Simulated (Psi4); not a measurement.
**BN (boron nitride): a chain of runs**

Wanted: a structure relaxation (UPBE0/STO-3G), then the harmonic vibrations, then the energy (UCCSD(T)/cc-pVTZ) of BN (boron nitride). 

The calculation is run with Psi4 1.11.

## (1) The system as given

BN has 2 atoms, charge 0, and is taken as a triplet. As SMILES, `B#N`. All atoms were displaced at random from a relaxed shape. The run starts from this shape.

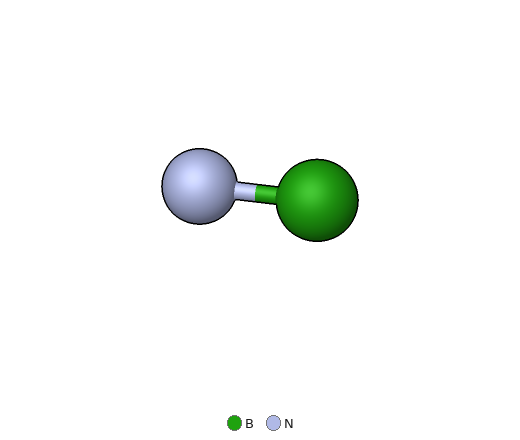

Viewed from a chosen angle; boron green, nitrogen light blue.

## (2) A structure relaxation at UPBE0/STO-3G (density fitting) (run 1)

File bn.sdf:

```

     RDKit          3D

  2  1  0  0  0  0  0  0  0  0999 V2000
    0.0150    0.0155   -0.0034 B   0  0  0  0  0  0  0  0  0  0  0  0
   -0.0365   -0.0428    1.2593 N   0  0  0  0  0  0  0  0  0  0  0  0
  2  1  3  0
M  END
$$$$
```

File run.py:

```python
import psi4
from rdkit import Chem

psi4.set_memory(1600000000)
psi4.set_num_threads(1)
psi4.core.set_output_file('output.dat', False)

rd = Chem.SDMolSupplier('bn.sdf', removeHs=False, sanitize=False)[0]
xyz = rd.GetConformer().GetPositions()
atoms = '\n'.join(f'{a.GetSymbol()} {x:.4f} {y:.4f} {z:.4f}' for a, (x, y, z) in zip(rd.GetAtoms(), xyz))
m = psi4.geometry('0 3\n' + atoms + '')

psi4.set_options({
    'basis': 'STO-3G',
    'reference': 'uks',
    'geom_maxiter': 60,
})

e_tot, wfn = psi4.optimize("pbe0", return_wfn=True)
print('E =', round(e_tot, 9))
print(m.to_string(dtype='xyz', units='Angstrom'))
for k, v in sorted(psi4.core.scalar_variables().items()):
    print(f'{k:45s} {v:18.10f}')
```

Launch:

```
$ python run.py
```

output.dat:

```text
[...]
  Running in c2v symmetry.
[...]
  Nuclear repulsion =   14.640180635744132
[...]
  Multiplicity = 3
[...]
  Nalpha       = 7
  Nbeta        = 5
[...]
    Number of basis functions: 10
[...]
   @DF-UKS iter   1:   -78.20862715201689   -7.14534e-01   3.89415e-02 DIIS/ADIIS
[...]
   @DF-UKS iter   7:   -78.26805857031579   -1.46372e-12   4.59681e-09 DIIS
[...]
   @S^2 Observed:                2.005077280E+00
[...]
  @DF-UKS Final Energy:   -78.26805857031579
   => Energetics <=
    Nuclear Repulsion Energy =             13.8364060094969510
    One-Electron Energy =                -133.7875751492488803
    Two-Electron Energy =                  49.9187754544722040
    DFT Exchange-Correlation Energy =      -8.2356648850360585
    Empirical Dispersion Energy =           0.0000000000000000
    VV10 Nonlocal Energy =                  0.0000000000000000
    Total Energy =                        -78.2680585703157732
  UHF NO Occupations:
  HONO-2 :    1 B1 1.9977614
  HONO-1 :    5 A1 1.0000000
[...]
 Multipole Moments:
 ------------------------------------------------------------------------------------
     Multipole            Electronic (a.u.)      Nuclear  (a.u.)        Total (a.u.)
 ------------------------------------------------------------------------------------
 L = 1.  Multiply by 2.5417464519 to convert [e a0] to [Debye]
 Dipole X            :          0.0000000            0.0000000            0.0000000
 Dipole Y            :          0.0000000            0.0000000            0.0000000
 Dipole Z            :         -1.3646940            0.7129590           -0.6517350
 Magnitude           :                                                    0.6517350
[...]
  -Total Gradient:
     Atom            X                  Y                   Z
    ------   -----------------  -----------------  -----------------
       1       -0.000000000000     0.000000000000    -0.000081766601
       2        0.000000000000     0.000000000000     0.000066842528
[...]
    Final optimized geometry and variables:
    Molecular point group: c2v
    Full point group: C_inf_v
    Geometry (in Angstrom), charge = 0, multiplicity = 3:
    B            0.000000000000    -0.000000000000    -0.749400980219
    N           -0.000000000000     0.000000000000     0.589183791053
[...]
```

Standard output:

```text
Some dependencies such as QCElemental have not yet finished migration to pydantic v2. If issues are encountered please downgrade pydantic or upgrade QCElemental as appropriate
Optimizer: Optimization complete!
E = -78.26805857
2
0 3 BN
B                     0.000000000000     0.000000000000    -0.749400980219
N                     0.000000000000     0.000000000000     0.589183791053

CURRENT ENERGY                                    -78.2680585703
CURRENT REFERENCE ENERGY                          -78.2680585703
DD SOLVATION ENERGY                                 0.0000000000
DFT FUNCTIONAL TOTAL ENERGY                       -78.2680585703
DFT TOTAL ENERGY                                  -78.2680585703
DFT VV10 ENERGY                                     0.0000000000
DFT XC ENERGY                                      -8.2356648850
GRID ELECTRONS ALPHA                                6.9999992631
GRID ELECTRONS BETA                                 4.9999994455
GRID ELECTRONS TOTAL                               11.9999987085
NUCLEAR REPULSION ENERGY                           13.8364060095
ONE-ELECTRON ENERGY                              -133.7875751492
OPTIMIZATION ITERATIONS                             4.0000000000
PCM POLARIZATION ENERGY                             0.0000000000
PE ENERGY                                           0.0000000000
SCF ITERATION ENERGY                              -78.2680585703
SCF ITERATIONS                                      7.0000000000
SCF TOTAL ENERGY                                  -78.2680585703
TWO-ELECTRON ENERGY                                49.9187754545
XC GRID RADIAL POINTS                              75.0000000000
XC GRID SPHERICAL POINTS                          302.0000000000
XC GRID TOTAL POINTS                            41573.0000000000
```

Run time: 4.8 s. Hardware: 1 thread of Intel Xeon 6975P-C (Granite Rapids), shared host; peak memory 0.28 GiB.

Step by step:

```csv
step,energy from the first frame kept (eV),largest force (eV/Å)
0,0.0000,5.7956
1,-0.1981,0.1010
2,-0.1982,0.0200
3,-0.1982,0.0042
```

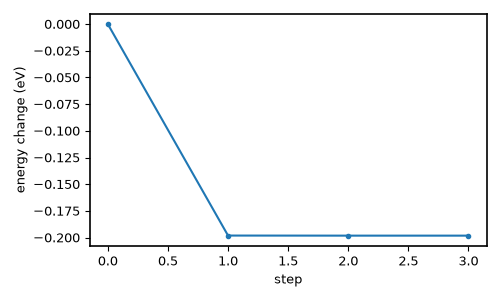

Energy along the run.

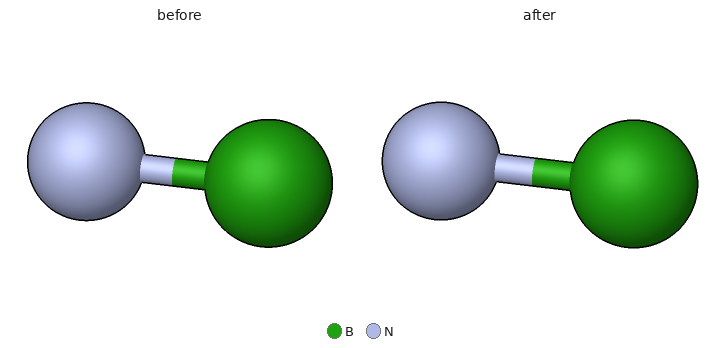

Before and after, at one scale.

After the run. Bond lengths: B1–N2 1.339 Å.

## (3) The harmonic vibrations at UPBE0/STO-3G (density fitting) (run 2)

File bn.inp:

```
memory 1.6 GB

molecule molecule1 {
  0 3
  B      0.016675     0.017396    -0.044466
  N     -0.037817    -0.044291     1.291586
  symmetry c1
}

set basis STO-3G
set reference uks
set t 400.0
set rotational_symmetry_number 1

e_tot = frequencies("pbe0")
```

Launch:

```
$ psi4 -n 1 bn.inp bn.out
```

bn.out:

```text
[...]
  Running in c1 symmetry.
[...]
  Nuclear repulsion =   13.836404384567663
[...]
  Multiplicity = 3
[...]
  Nalpha       = 7
  Nbeta        = 5
[...]
    Number of basis functions: 10
[...]
   @DF-UKS iter   1:   -78.20432882568727   -7.97641e-01   2.82652e-02 ADIIS/DIIS
[...]
   @DF-UKS iter  12:   -78.26805741298679   -1.13687e-13   7.68329e-09 DIIS
[...]
   @S^2 Observed:                2.005072123E+00
[...]
  @DF-UKS Final Energy:   -78.26805741298679
   => Energetics <=
    Nuclear Repulsion Energy =             13.8474294257233037
    One-Electron Energy =                -133.8075538925604633
    Two-Electron Energy =                  49.9280596985393572
    DFT Exchange-Correlation Energy =      -8.2359926446890057
    Empirical Dispersion Energy =           0.0000000000000000
    VV10 Nonlocal Energy =                  0.0000000000000000
    Total Energy =                        -78.2680574129868063
  UHF NO Occupations:
  HONO-2 :    5  A 1.9977606
  HONO-1 :    6  A 1.0000000
[...]
 Multipole Moments:
 ------------------------------------------------------------------------------------
     Multipole            Electronic (a.u.)      Nuclear  (a.u.)        Total (a.u.)
 ------------------------------------------------------------------------------------
 L = 1.  Multiply by 2.5417464519 to convert [e a0] to [Debye]
 Dipole X            :          0.0000000            0.0000000            0.0000000
 Dipole Y            :          0.0000000            0.0000000            0.0000000
 Dipole Z            :         -1.3641165            0.7123914           -0.6517251
 Magnitude           :                                                    0.6517251
[...]
  -Total Gradient:
     Atom            X                  Y                   Z
    ------   -----------------  -----------------  -----------------
       1        0.000000000000     0.000000000000     0.001239771675
       2        0.000000000000     0.000000000000    -0.001254702410
[...]
  ==> Harmonic Vibrational Analysis <==
[...]
  Freq [cm^-1]                1674.7803
[...]
  IR activ [km/mol]             0.0037
[...]
  Total E_0, Enthalpy at 0 [K]                                                          -78.26424314 [Eh]
[...]
  Total H, Enthalpy at  400.00 [K]                                                      -78.25979110 [Eh]
[...]
  Total G, Gibbs energy at  400.00 [K]                                                  -78.29267935 [Eh]
[...]
```

Wall time 9 s (1 thread of Intel Xeon 6975P-C (Granite Rapids), shared host); peak memory 0.24 GiB.

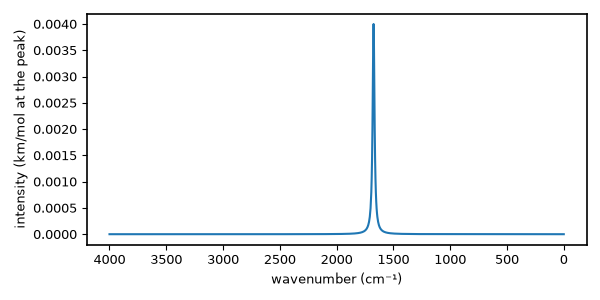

Harmonic infrared spectrum, unscaled, lines broadened by 10 cm⁻¹.

## (4) A single-point energy at UCCSD(T)/cc-pVTZ (run 3)

File calc.inp:

```
memory 1.6 GB

molecule {
  0 3
  B      0.016675     0.017396    -0.044466
  N     -0.037817    -0.044291     1.291586
  units angstrom
  symmetry c1
}

set globals {
  basis       cc-pVTZ
  reference   uhf
  scf_type    pk
  freeze_core true
}

energy_value, wavefunction = energy("ccsd(t)", return_wfn=True)
```

Launch:

```
$ psi4 calc.inp calc.out -n 1
```

calc.out:

```text
[...]
  Running in c1 symmetry.
[...]
  Nuclear repulsion =   13.836404384567663
[...]
  Multiplicity = 3
[...]
  Nalpha       = 7
  Nbeta        = 5
[...]
    Number of basis functions: 60
[...]
   @UHF iter   1:   -78.94290081364292   -1.05272e+00   5.80572e-03 DIIS/ADIIS
[...]
   @UHF iter  16:   -79.01331884599391   -1.82609e-11   5.06336e-09 DIIS
[...]
   @S^2 Observed:                2.056944139E+00
[...]
    Orbital Energies [Eh]
    ---------------------
    Alpha Occupied:
       1A    -15.601984     2A     -7.708103     3A     -1.128894
       4A     -0.595273     5A     -0.506957     6A     -0.491800
       7A     -0.423823
    Alpha Virtual:
       8A      0.077558     9A      0.109031    10A      0.186380
      11A      0.244847    12A      0.287741    13A      0.291729
      14A      0.501386    15A      0.502435    16A      0.513116
      17A      0.642267    18A      0.643765    19A      0.659391
      20A      0.698325    21A      0.749284    22A      1.044788
      23A      1.090883    24A      1.307920    25A      1.309166
[...]
  @UHF Final Energy:   -79.01331884599391
   => Energetics <=
    Nuclear Repulsion Energy =             13.8364043845676630
    One-Electron Energy =                -134.0061928047289825
    Two-Electron Energy =                  41.1564695741674171
    Total Energy =                        -79.0133188459939078
  UHF NO Occupations:
  HONO-2 :    5  A 1.9732014
  HONO-1 :    6  A 1.0000000
  HONO-0 :    7  A 1.0000000
  LUNO+0 :    8  A 0.0267986
  LUNO+1 :    9  A 0.0015707
[...]
 Multipole Moments:
 ------------------------------------------------------------------------------------
     Multipole            Electronic (a.u.)      Nuclear  (a.u.)        Total (a.u.)
 ------------------------------------------------------------------------------------
 L = 1.  Multiply by 2.5417464519 to convert [e a0] to [Debye]
 Dipole X            :          0.0000000            0.0000000            0.0000000
 Dipole Y            :          0.0000000           -0.0000000            0.0000000
 Dipole Z            :         -1.7909057            0.7129590           -1.0779467
 Magnitude           :                                                    1.0779467
[...]
      * MP2 total energy                      =  -79.234100449408913
[...]
      * CCSD total energy                     =  -79.253807406941888
[...]
      * CCSD(T) total energy                     =  -79.266929056322667
[...]
```

Wall time 13 s (1 thread of Intel Xeon 6975P-C (Granite Rapids), shared host); peak memory 0.4 GiB.

## (5) Summary of results

```
                                                                           quantity             value
                                       run 1, UPBE0/STO-3G: total energy at the end      -78.26806 Eh
                                                 run 1, UPBE0/STO-3G: dipole moment            1.66 D
                            run 1, UPBE0/STO-3G: HOMO energy (highest over α and β)          -5.72 eV
                             run 1, UPBE0/STO-3G: LUMO energy (lowest over α and β)          -2.01 eV
                                                   run 1, UPBE0/STO-3G: bond length           1.339 Å
                                                          run 1, UPBE0/STO-3G: ⟨S²⟩             2.005
                                           run 2, UPBE0/STO-3G: harmonic wavenumber         1675 cm⁻¹
                                             run 2, UPBE0/STO-3G: zero-point energy       10.0 kJ/mol
        run 2, UPBE0/STO-3G: ideal-gas entropy at 400 K (symmetry number 1 as used)  51.6 cal/(mol K)
                                              run 3, UCCSD(T)/cc-pVTZ: total energy      -79.26693 Eh
run 3, UCCSD(T)/cc-pVTZ: HOMO energy (Hartree–Fock orbitals) (highest over α and β)         -11.53 eV
 run 3, UCCSD(T)/cc-pVTZ: LUMO energy (Hartree–Fock orbitals) (lowest over α and β)           0.00 eV
               run 3, UCCSD(T)/cc-pVTZ: correlation energy (2 core orbitals frozen)        -253.6 mEh
                                            run 3, UCCSD(T)/cc-pVTZ: (T) correction        -13.12 mEh
                         run 3, UCCSD(T)/cc-pVTZ: ⟨S²⟩ of the reference determinant             2.057
                                             run 3, UCCSD(T)/cc-pVTZ: T1 diagnostic             0.065
```

In words: The optimisation (run 1, UPBE0/STO-3G) took 4 steps and changed the energy by -0.198 eV. The one mode (run 2, UPBE0/STO-3G) is real, so the shape is a minimum at this level. The T1 diagnostic (run 3, UCCSD(T)/cc-pVTZ) of 0.065 is above the customary mark for such species, so a single reference may not serve. The triples (run 3, UCCSD(T)/cc-pVTZ) make up 5.2 % of the correlation energy.
